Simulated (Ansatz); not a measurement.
# CrPtSe3: one candidate of a structure search

Where does this guess for CrPtSe3 go when cell and atoms are let free?

Program: Ansatz 0.2.0. Level of theory: DFT PBE, scalar-relativistic, plane waves, PAW. These are calculated values, not measurements.

### 1 Starting point

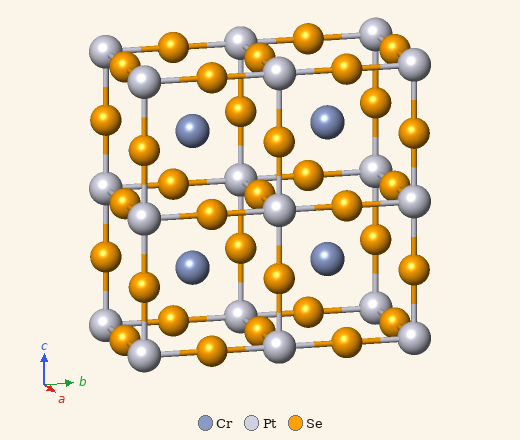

The starting structure, seen slightly off an axis (chromium light blue, platinum light grey, selenium orange). 1×2×2 cells are drawn. Atoms on the faces are drawn again on the opposite ones.

Structure file:

```
CELL_PARAMETERS angstrom
4.77051 0.00000 0.00000
0.00000 4.77051 0.00000
0.00000 0.00000 4.77051
ATOMIC_POSITIONS crystal
Cr 0.50000 0.50000 0.50000
Pt 0.00000 0.00000 0.00000
Se 0.50000 0.00000 0.00000
Se 0.00000 0.50000 0.00000
Se 0.00000 0.00000 0.50000
```

Recipe of the guess: species swapped into a database cell of Ce3AlO (Pm-3m, No. 221), with Se on the Ce sites, Cr on the Al sites and Pt on the O sites. Its size is a rough estimate.

### 2 Probe: one point on a coarse mesh

input.yaml

```yaml
crystal:
  lattice:
    - [4.77051101, 0.0, 0.0]
    - [0.0, 4.77051101, 0.0]
    - [0.0, 0.0, 4.77051101]
  atoms:
    - { symbol: Cr, position: [0.5, 0.5, 0.5], spin: 3.0 }
    - { symbol: Pt, position: [0.0, 0.0, 0.0] }
    - { symbol: Se, position: [0.5, 0.0, 0.0] }
    - { symbol: Se, position: [0.0, 0.5, 0.0] }
    - { symbol: Se, position: [0.0, 0.0, 0.5] }
basis:
  ecutwfc: 420
kpoints:
  mp_grid: { grid: [4, 4, 4] }
hamiltonian:
  xc: pbe
scf:
  occupations: { method: gaussian, width: 0.1 }
  lower_state_search: "off"
output:
  forces: true
  stress: true
  eigenvalues: true
  populations: true
magnetization:
  spin_polarized: true
```

Command:

```console
ansatz run input.yaml --threads 1 --pin off --max-ram 2048MiB --backend cpu --events-out ev --progress --plain --runs-dir out
```

The program printed, shortened:

```text
Warning: RAYON_NUM_THREADS=1 ignored (pool sized by the plan → 1); use --threads N
[...]
Pseudopotentials: kind: paw
Pseudopotential: Cr, paw, valence charge 14, recommended cutoff 420 eV (normal), Cr.paw.azcp
Pseudopotential: Pt, paw, valence charge 18, recommended cutoff 420 eV (normal), Pt.paw.azcp
Pseudopotential: Se, paw, valence charge 16, recommended cutoff 420 eV (normal), Se.paw.azcp
Functional definition: PBE
[...]
Crystal: 5 atoms, lattice volume = 108.566 Å³
Basis set: ecut = 420 eV, 2103 PW (Γ), exchange–correlation on 64×64×64 points (8 copies of the dense FFT grid, shifted against one another)
Bands: 50, of which v1, the nominal top of the filled ones, is band 40 counted from 1 (39 counted from 0)
Symmetry: 48 space group operations
Space group: Pm-3m (ITA 221), of the structure as read, at distance tolerance 4.8e-5 Å
Magnetic group: BNS 221.92 (UNI 1594), of the structure as read, at distance tolerance 4.8e-5 Å
k-points: 10 of 64
[...]
Starting moments: Σ|m| = 3 μB on 1 of 5 sites
[...]
SCF iter   1: F=—  HF=-32307.318493 eV  |F-HF|=—  |Δ(HF+E_count)|=         —  Δρ=1.07e-1 (↑1.07e-1 ↓5.26e-2)  dr2=5.12e1  dr2_m=1.18e0  M=3.397 μB ∫|m|=4.090 μB  β_m=0.30  ethr=3.10e-3  ⟨swp⟩=6.0  Hψ=3365  notcnv=0  defer=3
[...]
spin=Collinear: Kerker preconditioning applied to the charge; magnetization (m = ρ↑ − ρ↓) channel mixes plain (no charge-response kernel on spin).
[...]
SCF converged after 15 iterations
Magnetization: 2.9180 μB (41.4590 up, 38.5410 down)
Absolute magnetization: 5.8125 μB (∫|ρ↑−ρ↓|, with the PAW one-centre terms)
Spin contamination: 1.2152 ħ² per cell (⟨S²⟩ above its minimum at these occupations)
Per-site moments (μB) at R_I (Å): [(4.182214443438708, 1.3914700325196354), (-0.18100563954900786, 0.9839178958125), (-0.25083851142194336, 0.9839178958125), (-0.25083851142194297, 0.9839178958125), (-0.250838511421943, 0.9839178958125)]
Free energy (F): -32304.703044 eV
[...]
E sigma→0 (E₀):  -32304.691934 eV
Entropy (-TS):   -0.022219 eV (-4.444 meV/atom)
Fermi energy:    10.756943 eV
[...]
--- Forces (eV/Å), atoms counted from 1 ---
  atom   1  Cr     0.00000000    -0.00000000     0.00000000
  atom   2  Pt    -0.00000000     0.00000000     0.00000000
  atom   3  Se    -0.00000000     0.00000000    -0.00000000
  atom   4  Se    -0.00000000     0.00000000     0.00000000
  atom   5  Se    -0.00000000     0.00000000     0.00000000
[...]
--- Stress (GPa, compression-positive) ---
       11.479503       0.000000       0.000000
        0.000000      11.479503       0.000000
        0.000000       0.000000      11.479503
  P = ⅓ Tr σ = 11.4795 GPa (114.795 kbar)
--- Band table (eV; the first three rows and the last of 20) ---
[...]
--- Löwdin populations: 5 sites ---
  site symbol       q [e]    m [muB]
     0     Cr     13.2855     4.4118
     1     Pt     17.5144    -0.1587
     2     Se     16.2886    -0.4580
     3     Se     16.2886    -0.4580
     4     Se     16.2886    -0.4580
  spilling = 0.004181 (of n_electrons = 80.000000)
```

It took 10 s on 1 thread of Arm Neoverse V2, shared host; peak memory 0.49 GiB.

Site by site:

| atom | moment in the atom's sphere (μB) | Löwdin electrons |
| --- | --- | --- |
| Cr1 | 4.18 | 13.29 |
| Pt2 | -0.18 | 17.51 |
| Se3 | -0.25 | 16.29 |
| Se4 | -0.25 | 16.29 |
| Se5 | -0.25 | 16.29 |

The Löwdin counts miss 0.33 of the 80 electrons, which the atomic orbitals do not span, so they are no charges.

The probe gives pressure 11.5 GPa, largest force 0.00 eV/Å, gap on this mesh none (metal). A guess like this is first relaxed loosely on the coarse mesh.

### 3 A loose first relaxation

Edit input.yaml of step 2 so:

```diff
@@ -27 +27,6 @@
   spin_polarized: true
+relax:
+  adjacent_minimum: "off"
+  f_tol: 0.04
+  max_steps: 70
+  cell: { stress_tol: 0.4 }
```

Command:

```console
ansatz run input.yaml --threads 1 --pin off --max-ram 2048MiB --backend cpu --events-out ev --progress --plain --runs-dir out
```

The program printed, shortened:

```text
Warning: RAYON_NUM_THREADS=1 ignored (pool sized by the plan → 1); use --threads N
[...]
[... 5 set-up lines as earlier in the session ...]
[...]
Crystal: 5 atoms, lattice volume = 108.566 Å³
Basis set: ecut = 420 eV, 2103 PW (Γ), exchange–correlation on 64×64×64 points (8 copies of the dense FFT grid, shifted against one another)
Bands: 50, of which v1, the nominal top of the filled ones, is band 40 counted from 1 (39 counted from 0)
[... 2 set-up lines as earlier in the session ...]
[...]
  F+E_penalty+E_count = -32305.16751172 eV   max|allowed force component| = 1.410e-29 eV/Å   (the final SCF, on the basis selected at the relaxed cell)
  cell:  # Å, volume = 123.4489 Å³
    - [4.979232403431231, -1.0291688140319292e-33, -1.0271626370065257e-33]
    - [-9.007734844061134e-34, 4.979232403431231, 0.0]
    - [-1.0271626370065257e-33, 0.0, 4.979232403431231]
  atoms:
    - { symbol: Cr, position: [0.5, 0.5, 0.5] }
    - { symbol: Pt, position: [-1.0765750617210984e-34, 2.489579830231207e-35, 1.682148533940057e-36] }
    - { symbol: Se, position: [0.5, -2.8596525076873606e-36, 5.046445601820461e-36] }
    - { symbol: Se, position: [-1.0765750617209455e-34, 0.5, 3.364297067881032e-36] }
    - { symbol: Se, position: [-1.076575061720959e-34, 1.227968429777082e-35, 0.5] }
--- Löwdin populations: 5 sites ---
  site symbol       q [e]    m [muB]
     0     Cr     13.2614     4.5497
     1     Pt     17.5447    -0.1601
     2     Se     16.3007    -0.5095
     3     Se     16.3007    -0.5095
     4     Se     16.3007    -0.5095
  spilling = 0.003649 (of n_electrons = 80.000000)
```

It took 35 s on 1 thread of Arm Neoverse V2, shared host; peak memory 0.54 GiB.

The steps of the relaxation:

```
step  energy from step 1 (eV/cell)  largest force component (eV/Å)  pressure (GPa)  volume (Å³)
   1                        0.0000                          0.0000           11.48       108.57
   2                       -0.4553                          0.0000           -0.92       124.82
   3                       -0.4603                          0.0000           -0.19       123.45
   4                       -0.4645                          0.0000           -0.14       123.45
```

Step 1 is the start. Step 4 repeats the geometry before it on a plane-wave basis chosen anew for that cell, so its energy is not comparable with the rows above.

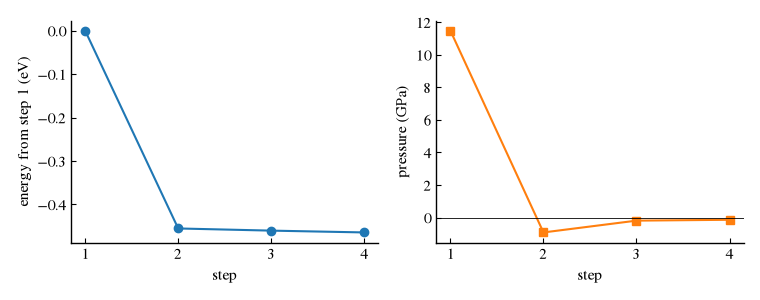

Energy and pressure along the relaxation.

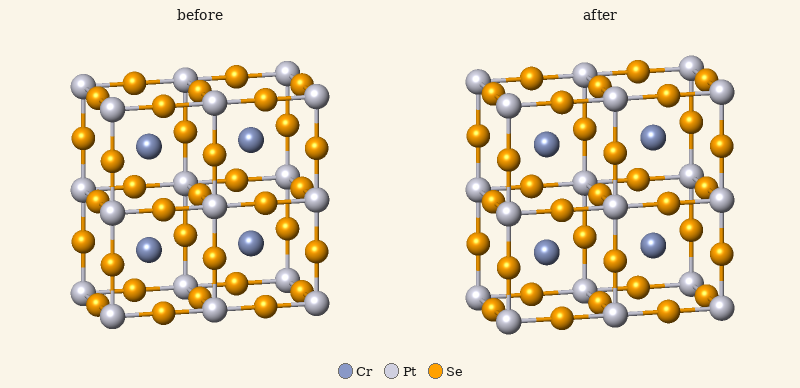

Before and after, at one scale.

|  | before | after | change |
| --- | --- | --- | --- |
| a (Å) | 4.771 | 4.979 | +4.4 % |
| b (Å) | 4.771 | 4.979 | +4.4 % |
| c (Å) | 4.771 | 4.979 | +4.4 % |
| volume (Å³/atom) | 21.71 | 24.69 | +13.7 % |
| shortest distance (Å) | 2.385 | 2.490 | +4.4 % |
| space group (0.01 Å) | Pm-3m | Pm-3m | same |

The run keeps the 48 symmetry operations of the start, so it could not have lowered the symmetry.

Per atom:

| atom | moment in the atom's sphere (μB) | Löwdin electrons |
| --- | --- | --- |
| Cr1 | 4.34 | 13.26 |
| Pt2 | -0.18 | 17.54 |
| Se3 | -0.30 | 16.30 |
| Se4 | -0.30 | 16.30 |
| Se5 | -0.30 | 16.30 |

The Löwdin counts miss 0.29 of the 80 electrons, which the atomic orbitals do not span, so they are no charges.

### 4 Relaxation on the converged mesh

The end of the coarse run is made exact in the group found at a tolerance of 0.06 Å and reduced to its primitive cell.

input.yaml

```yaml
crystal:
  lattice:
    - [4.9792324034, 0.0, 0.0]
    - [0.0, 4.9792324034, 0.0]
    - [0.0, 0.0, 4.9792324034]
  atoms:
    - { symbol: Cr, position: [0.5, 0.5, 0.5], spin: 4.77 }
    - { symbol: Pt, position: [0.0, 0.0, 0.0], spin: -0.2 }
    - { symbol: Se, position: [0.5, 0.0, 0.0], spin: -0.33 }
    - { symbol: Se, position: [0.0, 0.5, 0.0], spin: -0.33 }
    - { symbol: Se, position: [0.0, 0.0, 0.5], spin: -0.33 }
basis:
  ecutwfc: 420
kpoints:
  mp_grid: { grid: [8, 8, 8] }
hamiltonian:
  xc: pbe
scf:
  occupations: { method: gaussian, width: 0.1 }
output:
  forces: true
  stress: true
  eigenvalues: true
  populations: true
  write_density: true
  write_potential: true
  elf: true
  volumetric_format: npy
magnetization:
  spin_polarized: true
relax:
  adjacent_minimum: "off"
  f_tol: 0.01
  max_steps: 80
  cell: { stress_tol: 0.05 }
```

Command:

```console
ansatz run input.yaml --threads 1 --pin off --max-ram 2048MiB --backend cpu --events-out ev --progress --plain --runs-dir out
```

The program printed, shortened:

```text
Warning: RAYON_NUM_THREADS=1 ignored (pool sized by the plan → 1); use --threads N
[...]
[... 5 set-up lines as earlier in the session ...]
[...]
Crystal: 5 atoms, lattice volume = 123.449 Å³
Basis set: ecut = 420 eV, 2469 PW (Γ), exchange–correlation on 72×72×72 points (8 copies of the dense FFT grid, shifted against one another)
Bands: 52, of which v1, the nominal top of the filled ones, is band 40 counted from 1 (39 counted from 0)
[... 1 set-up line as earlier in the session ...]
Space group: Pm-3m (ITA 221), of the structure as read, at distance tolerance 5.0e-5 Å
[...]
  F+E_penalty+E_count = -32304.95255059 eV   max|allowed force component| = 1.357e-29 eV/Å   (the final SCF, on the basis selected at the relaxed cell)
  cell:  # Å, volume = 123.5766 Å³
    - [4.980948656970053, -3.5923107361129106e-35, 6.018531076210112e-36]
    - [-3.5923107361129106e-35, 4.980948656970053, 2.0061770254033706e-36]
    - [6.018531076210112e-36, 2.0061770254033706e-36, 4.980948656970053]
  atoms:
    - { symbol: Cr, position: [0.5, 0.5, 0.5] }
    - { symbol: Pt, position: [1.0072722374002267e-37, -2.8801690538162736e-38, -5.0363611870011354e-39] }
    - { symbol: Se, position: [0.5, -4.0605662070197525e-38, 2.8329531676882227e-39] }
    - { symbol: Se, position: [5.036361187001018e-38, 0.5, -3.493975573482033e-38] }
    - { symbol: Se, position: [8.352389719038111e-53, 2.2348852767317575e-38, 0.5] }
--- Löwdin populations: 5 sites ---
  site symbol       q [e]    m [muB]
     0     Cr     13.2595     4.5663
     1     Pt     17.5327    -0.0961
     2     Se     16.3087    -0.4888
     3     Se     16.3087    -0.4888
     4     Se     16.3087    -0.4888
  spilling = 0.003522 (of n_electrons = 80.000000)
```

Run time: 1.8 min. Hardware: 1 thread of Arm Neoverse V2, shared host; peak memory 0.71 GiB.

Step by step:

```csv
step,E - E(step 1) (eV/cell),largest force component (eV/Å),pressure (GPa),volume (Å³)
1,0.0000,0.0000,0.06,123.45
2,0.0000,0.0000,-0.01,123.58
3,0.0000,0.0000,-0.01,123.58
```

Step 1 is the start. Step 3 repeats the geometry before it on a plane-wave basis chosen anew for that cell, so its energy is not comparable with the rows above.

|  | before | after | change |
| --- | --- | --- | --- |
| a (Å) | 4.979 | 4.981 | 0.0 % |
| b (Å) | 4.979 | 4.981 | 0.0 % |
| c (Å) | 4.979 | 4.981 | 0.0 % |
| volume (Å³/atom) | 24.69 | 24.72 | +0.1 % |
| shortest distance (Å) | 2.490 | 2.490 | 0.0 % |
| space group (0.01 Å) | Pm-3m | Pm-3m | same |

The run keeps the 48 symmetry operations of the start, so it could not have lowered the symmetry.

By site:

| atom | moment in the atom's sphere (μB) | Löwdin electrons |
| --- | --- | --- |
| Cr1 | 4.36 | 13.26 |
| Pt2 | -0.12 | 17.53 |
| Se3 | -0.29 | 16.31 |
| Se4 | -0.29 | 16.31 |
| Se5 | -0.29 | 16.31 |

The Löwdin counts miss 0.28 of the 80 electrons, which the atomic orbitals do not span, so they are no charges.

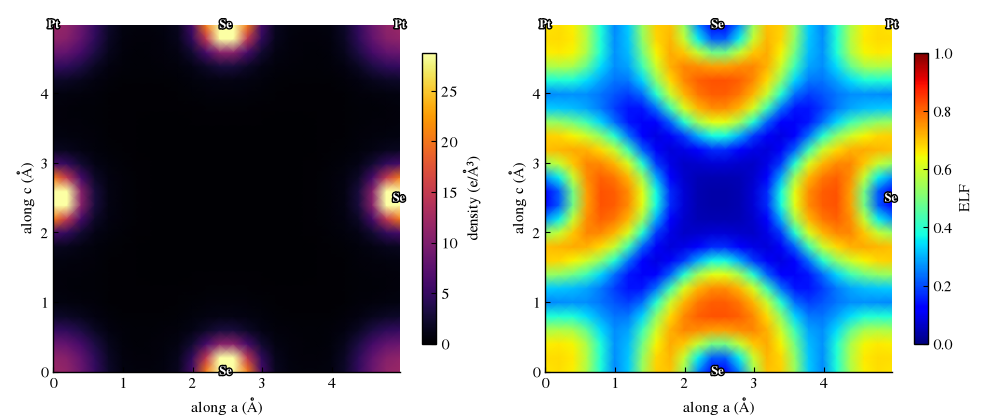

Density (left) and ELF (right) in the ac plane at y = 0.000 (fractional), which holds Pt and Se. Only atoms in the plane are labelled; the density scale stops at 28.77 e/Å³. Both are smooth PAW fields of the valence electrons: close to the nuclei they are not physical.

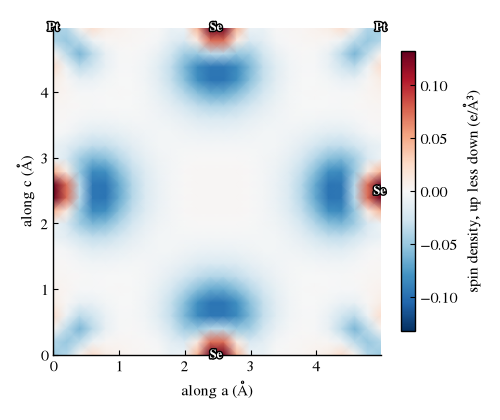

Spin density in the ac plane at y = 0.000 (fractional), which holds Pt and Se.

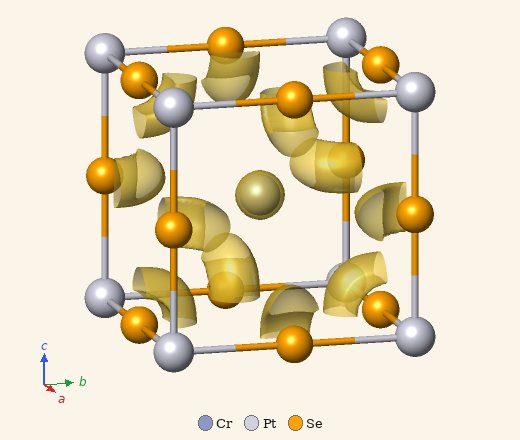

Surface of ELF = 0.77, a little under the main maxima, drawn in one cell.

The highest ELF values outside the cores: 0.83 beside Se, off the lines to its neighbours, 0.9 Å from Se.

### 5 Summary of results

| quantity | value |
| --- | --- |
| symmetry at the end (tolerance 0.05 Å) | space group Pm-3m (No. 221) |
| conventional cell | a = 4.981 Å, b = 4.981 Å, c = 4.981 Å, α = 90.00°, β = 90.00°, γ = 90.00° |
| volume | 24.72 Å³/atom |
| energy over the elements | +0.61 eV/atom |
| gap on the mesh | none (metal) |
| total moment | 3.05 μB/cell |

In words: The space group Pm-3m (No. 221) is kept, and the volume per atom grows by 13.8 %. With a positive formation energy it can't be a ground state. Symmetry constrained the relaxation, so the end can be a saddle point. These runs have no spin-orbit coupling; with Pt it would split and shift bands. Only one magnetic start was tried.
